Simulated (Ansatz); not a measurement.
## Molecular dynamics, with input and output: Zn$_{3}$ (charge −1)

The run: molecular dynamics of Zn$_{3}$, charge −1, multiplicity 2. Method and program: UKS BLYP/6-31G* (Ansatz 0.2.0).

The geometry comes from this level: PBE0/def2-TZVPD. Figures and captions count atoms from 1; the log counts them from 0 in places.

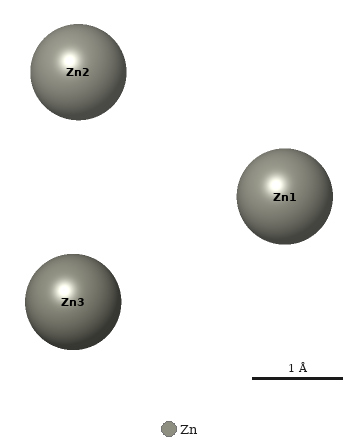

Fig. 1: The input geometry (ball-and-stick view, seen at a tilt; atoms are numbered from 1 in the order of the input).

**Input**
```yaml
crystal:
  periodic: [false, false, false]
  atoms:
    - {symbol: Zn, position_ang: [0.338658, 0.456280, 1.452396]}
    - {symbol: Zn, position_ang: [0.074613, -1.510711, -0.380150]}
    - {symbol: Zn, position_ang: [-0.413271, 1.054431, -1.072246]}
basis:
  gaussian: {orbitals: "6-31G*"}
total_charge: -1
magnetization: {spin_polarized: true, initial_magnetization: 1}
hamiltonian: {xc: {name: BLYP}}
md: {timestep: 1 fs, n_steps: 15, ensemble: nve, temperature: 1000, initial_velocities: maxwell_boltzmann, seed: 912}
scf: {omitted_lower_state_checks: [starts]}
```

Launch command:
```bash
ansatz run in.yaml --threads 4 --pin off --events-out ev --progress --plain --max-ram 3916MiB
```

**Output**
```
Functional definition: BLYP
  name "BLYP"
  cite "Becke, Phys. Rev. A 38, 3098 (1988) doi:10.1103/PhysRevA.38.3098"
  cite "Lee, Yang & Parr, Phys. Rev. B 37, 785 (1988) doi:10.1103/PhysRevB.37.785"
  parameter beta = 0.0042
  parameter a = 0.04918
  parameter b = 0.132
  parameter c = 0.2533
  parameter d = 0.349
  exchange = b88_x(beta = beta)
  correlation = lyp_c(a = a, b = b, c = c, d = d)
these checks for a lower state are left out or cut short: starts
1146 factors; their error is unknown
mean field evaluation 1: about -145233.6173 eV, gradient 4.4e1 eV
mean field evaluation 2: about -145225.6901 eV, gradient 7.7e1 eV
mean field evaluation 4: about -145238.0394 eV, gradient 6.5e-1 eV
mean field evaluation 8: about -145238.0316 eV, gradient 4.2e-2 eV
mean field evaluation 16: about -145238.0316 eV, gradient 4.4e-5 eV
mean field -145238.03160750 eV, -5337.3992157018 hartree, gradient 1.4e-5 eV, S^2 0.751137; 0 other end points of the search recorded, 0 dependent functions left out
the calculation of the forces begins
reference -145238.03186131 eV, -5337.3992250293 hartree; 46, 45 occupied and 62, 63 virtual orbitals, 1146 factors
md step     0: t =     0.00 fs  T =  1000.0 K  F+E_penalty+E_count = -145238.03160750 eV  E_kin = 0.129260 eV  conserved = -145237.90234750 eV  (33 SCF iters)
these checks for a lower state are left out or cut short: starts, cluster_reference, orbital_swaps, neighbouring_geometries, increment
1146 factors; their error is unknown
mean field -145238.04208514 eV, -5337.3996007482 hartree, gradient 2.0e-5 eV, S^2 0.751139; 0 other end points of the search recorded, 0 dependent functions left out
[... from here on the field's lines of each further geometry are left out, up to the last ...]
md step     1: t =     1.00 fs  T =  1081.1 K  F+E_penalty+E_count = -145238.04208514 eV  E_kin = 0.139737 eV  conserved = -145237.90234834 eV  (29 SCF iters)
md step     2: t =     2.00 fs  T =  1164.9 K  F+E_penalty+E_count = -145238.05292594 eV  E_kin = 0.150577 eV  conserved = -145237.90234931 eV  (28 SCF iters)
md step     3: t =     3.00 fs  T =  1251.5 K  F+E_penalty+E_count = -145238.06411566 eV  E_kin = 0.161765 eV  conserved = -145237.90235040 eV  (35 SCF iters)
md step     4: t =     4.00 fs  T =  1340.6 K  F+E_penalty+E_count = -145238.07563848 eV  E_kin = 0.173287 eV  conserved = -145237.90235160 eV  (34 SCF iters)
md step     5: t =     5.00 fs  T =  1432.2 K  F+E_penalty+E_count = -145238.08747687 eV  E_kin = 0.185124 eV  conserved = -145237.90235289 eV  (33 SCF iters)
md step     6: t =     6.00 fs  T =  1526.0 K  F+E_penalty+E_count = -145238.09961163 eV  E_kin = 0.197257 eV  conserved = -145237.90235444 eV  (33 SCF iters)
md step     7: t =     7.00 fs  T =  1622.0 K  F+E_penalty+E_count = -145238.11202137 eV  E_kin = 0.209665 eV  conserved = -145237.90235615 eV  (33 SCF iters)
md step     8: t =     8.00 fs  T =  1720.0 K  F+E_penalty+E_count = -145238.12468255 eV  E_kin = 0.222325 eV  conserved = -145237.90235793 eV  (33 SCF iters)
md step     9: t =     9.00 fs  T =  1819.7 K  F+E_penalty+E_count = -145238.13756948 eV  E_kin = 0.235210 eV  conserved = -145237.90235985 eV  (33 SCF iters)
md step    10: t =    10.00 fs  T =  1920.9 K  F+E_penalty+E_count = -145238.15065410 eV  E_kin = 0.248292 eV  conserved = -145237.90236199 eV  (33 SCF iters)
md step    11: t =    11.00 fs  T =  2023.4 K  F+E_penalty+E_count = -145238.16390558 eV  E_kin = 0.261541 eV  conserved = -145237.90236432 eV  (33 SCF iters)
md step    12: t =    12.00 fs  T =  2126.9 K  F+E_penalty+E_count = -145238.17729032 eV  E_kin = 0.274923 eV  conserved = -145237.90236689 eV  (33 SCF iters)
md step    13: t =    13.00 fs  T =  2231.2 K  F+E_penalty+E_count = -145238.19077153 eV  E_kin = 0.288402 eV  conserved = -145237.90236963 eV  (33 SCF iters)
md step    14: t =    14.00 fs  T =  2335.9 K  F+E_penalty+E_count = -145238.20430929 eV  E_kin = 0.301937 eV  conserved = -145237.90237264 eV  (33 SCF iters)
the calculation of the forces begins
reference -145238.21811000 eV, -5337.4060695426 hartree; 46, 45 occupied and 62, 63 virtual orbitals, 1146 factors
these checks for a lower state are left out or cut short: starts
1146 factors; their error is unknown
mean field -145238.21785886 eV, -5337.4060603132 hartree, gradient 1.1e-5 eV, S^2 0.751170; 0 other end points of the search recorded, 0 dependent functions left out
the calculation of the forces begins
reference -145238.21811000 eV, -5337.4060695426 hartree; 46, 45 occupied and 62, 63 virtual orbitals, 1146 factors
md step    15: t =    15.00 fs  T =  2440.7 K  F+E_penalty+E_count = -145238.21785886 eV  E_kin = 0.315484 eV  conserved = -145237.90237492 eV  (18 SCF iters)
```

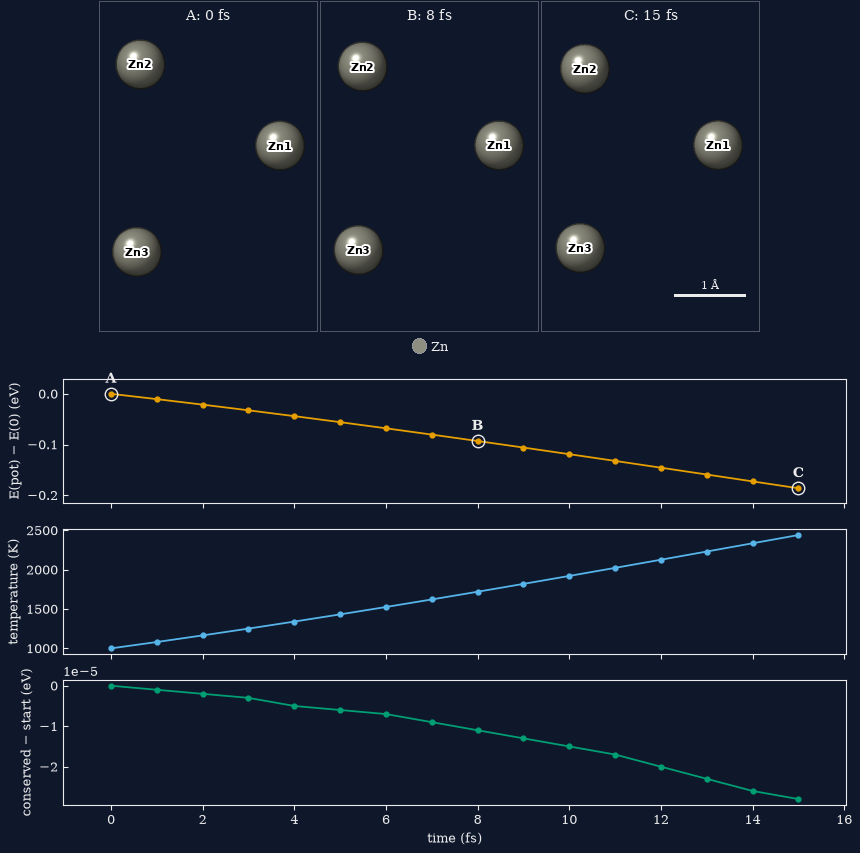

Fig. 2: Frames of the molecular dynamics (ball-and-stick, seen at a tilt) above the curves, on which the letters mark them. The trajectory kept here has 16 frames over 15 fs. The temperature starts at 1000 K, ranges from 1000 to 2441 K and averages 2077 K over the second half. The potential energy ends 0.186 eV below its first value. The conserved quantity stays within 2.8e-05 eV. After an unweighted best fit of the last frame on the first, the root-mean-square displacement is 0.07 Å.

```
Total energy: -145238.21811000 eV, -5337.4060695426 hartree
Atom 0 at     0.326408     0.426344     1.394025 Å, force    -0.182844    -0.220703    -0.773015 eV/Å
Atom 1 at     0.071882    -1.435197    -0.357450 Å, force    -0.040407     0.776756     0.187891 eV/Å
Atom 2 at    -0.398291     1.008853    -1.036575 Å, force     0.223251    -0.556053     0.585125 eV/Å
Dipole moment:    -0.000076     0.000395    -0.000109 e Å
Checks for a lower state left out: starts
```

**Trajectory as extended XYZ (Å, eV, eV/Å), 16 frames, from step=0 to step=15**
```
3
Properties=species:S:1:pos:R:3:forces:R:3 step=0 time_fs=0.0 energy=-145238.03161 temperature=1000.0
Zn    0.3387    0.4563    1.4524   -0.2139  -0.2882  -0.9175
Zn    0.0746   -1.5107   -0.3801   -0.0471   0.9543   0.2402
Zn   -0.4133    1.0544   -1.0722    0.2611  -0.6661   0.6774
3
Properties=species:S:1:pos:R:3:forces:R:3 step=1 time_fs=1.0 energy=-145238.04208 temperature=1081.1
Zn    0.3381    0.4546    1.4494   -0.2130  -0.2860  -0.9130
Zn    0.0745   -1.5066   -0.3789   -0.0469   0.9486   0.2384
Zn   -0.4125    1.0521   -1.0705    0.2599  -0.6626   0.6745
3
Properties=species:S:1:pos:R:3:forces:R:3 step=2 time_fs=2.0 energy=-145238.05293 temperature=1164.9
Zn    0.3374    0.4528    1.4463   -0.2119  -0.2835  -0.9080
Zn    0.0743   -1.5024   -0.3776   -0.0467   0.9422   0.2365
Zn   -0.4118    1.0496   -1.0687    0.2586  -0.6587   0.6714
3
Properties=species:S:1:pos:R:3:forces:R:3 step=3 time_fs=3.0 energy=-145238.06412 temperature=1251.5
Zn    0.3368    0.4510    1.4431   -0.2107  -0.2808  -0.9024
Zn    0.0742   -1.4980   -0.3762   -0.0464   0.9352   0.2345
Zn   -0.4109    1.0470   -1.0668    0.2571  -0.6544   0.6679
3
Properties=species:S:1:pos:R:3:forces:R:3 step=4 time_fs=4.0 energy=-145238.07564 temperature=1340.6
Zn    0.3361    0.4492    1.4397   -0.2094  -0.2778  -0.8962
Zn    0.0740   -1.4935   -0.3748   -0.0461   0.9275   0.2322
Zn   -0.4101    1.0443   -1.0648    0.2555  -0.6497   0.6640
3
Properties=species:S:1:pos:R:3:forces:R:3 step=5 time_fs=5.0 energy=-145238.08748 temperature=1432.2
Zn    0.3353    0.4473    1.4362   -0.2079  -0.2746  -0.8894
Zn    0.0739   -1.4889   -0.3734   -0.0458   0.9191   0.2297
Zn   -0.4092    1.0416   -1.0628    0.2538  -0.6445   0.6597
3
Properties=species:S:1:pos:R:3:forces:R:3 step=6 time_fs=6.0 energy=-145238.09961 temperature=1526.0
Zn    0.3346    0.4454    1.4325   -0.2063  -0.2710  -0.8819
Zn    0.0737   -1.4841   -0.3720   -0.0455   0.9098   0.2269
Zn   -0.4083    1.0387   -1.0606    0.2518  -0.6387   0.6549
3
Properties=species:S:1:pos:R:3:forces:R:3 step=7 time_fs=7.0 energy=-145238.11202 temperature=1622.0
Zn    0.3338    0.4434    1.4287   -0.2046  -0.2671  -0.8736
Zn    0.0735   -1.4792   -0.3705   -0.0451   0.8996   0.2239
Zn   -0.4073    1.0358   -1.0583    0.2497  -0.6325   0.6497
3
Properties=species:S:1:pos:R:3:forces:R:3 step=8 time_fs=8.0 energy=-145238.12468 temperature=1720.0
Zn    0.3330    0.4414    1.4248   -0.2026  -0.2629  -0.8646
Zn    0.0733   -1.4741   -0.3690   -0.0447   0.8885   0.2206
Zn   -0.4063    1.0327   -1.0559    0.2473  -0.6256   0.6439
3
Properties=species:S:1:pos:R:3:forces:R:3 step=9 time_fs=9.0 energy=-145238.13757 temperature=1819.7
Zn    0.3321    0.4394    1.4208   -0.2005  -0.2583  -0.8547
Zn    0.0732   -1.4689   -0.3674   -0.0442   0.8763   0.2171
Zn   -0.4053    1.0296   -1.0534    0.2447  -0.6180   0.6376
3
Properties=species:S:1:pos:R:3:forces:R:3 step=10 time_fs=10.0 energy=-145238.15065 temperature=1920.9
Zn    0.3312    0.4373    1.4166   -0.1981  -0.2533  -0.8438
Zn    0.0730   -1.4636   -0.3658   -0.0437   0.8631   0.2132
Zn   -0.4042    1.0263   -1.0508    0.2419  -0.6098   0.6307
3
Properties=species:S:1:pos:R:3:forces:R:3 step=11 time_fs=11.0 energy=-145238.16391 temperature=2023.4
Zn    0.3303    0.4352    1.4124   -0.1956  -0.2478  -0.8320
Zn    0.0728   -1.4582   -0.3642   -0.0432   0.8486   0.2089
Zn   -0.4031    1.0230   -1.0482    0.2387  -0.6008   0.6231
3
Properties=species:S:1:pos:R:3:forces:R:3 step=12 time_fs=12.0 energy=-145238.17729 temperature=2126.9
Zn    0.3294    0.4330    1.4080   -0.1928  -0.2419  -0.8191
Zn    0.0725   -1.4526   -0.3626   -0.0426   0.8329   0.2043
Zn   -0.4019    1.0196   -1.0454    0.2354  -0.5910   0.6148
3
Properties=species:S:1:pos:R:3:forces:R:3 step=13 time_fs=13.0 energy=-145238.19077 temperature=2231.2
Zn    0.3284    0.4308    1.4034   -0.1898  -0.2354  -0.8050
Zn    0.0723   -1.4469   -0.3609   -0.0419   0.8157   0.1993
Zn   -0.4008    1.0161   -1.0425    0.2317  -0.5803   0.6057
3
Properties=species:S:1:pos:R:3:forces:R:3 step=14 time_fs=14.0 energy=-145238.20431 temperature=2335.9
Zn    0.3274    0.4286    1.3988   -0.1865  -0.2284  -0.7897
Zn    0.0721   -1.4411   -0.3592   -0.0412   0.7971   0.1938
Zn   -0.3995    1.0125   -1.0396    0.2276  -0.5687   0.5959
3
Properties=species:S:1:pos:R:3:forces:R:3 step=15 time_fs=15.0 energy=-145238.21786 temperature=2440.7
Zn    0.3264    0.4263    1.3940   -0.1828  -0.2207  -0.7730
Zn    0.0719   -1.4352   -0.3574   -0.0404   0.7768   0.1879
Zn   -0.3983    1.0089   -1.0366    0.2233  -0.5561   0.5851
```

**Results in brief**

- outcome: finished
- mean temperature over the second half: 2077 K
- trajectory: 15 steps, 15 fs
- ensemble: nve
- temperature in the input: 1000 K
- time step: 1 fs
- potential energy (last step): −145238.2181 eV
- ⟨S²⟩ (last step): 0.751
- SCF solution under orbital rotations (last step): stable
- largest force (length of the vector) (last step): 0.838 eV/Å
- hardware: 4 threads of Arm Neoverse V1, 23 GiB of memory available, shared host
- wall time: 36 s (CPU time 2.3 min)
- peak memory: 0.21 GiB

So short a trajectory is not equilibrated.
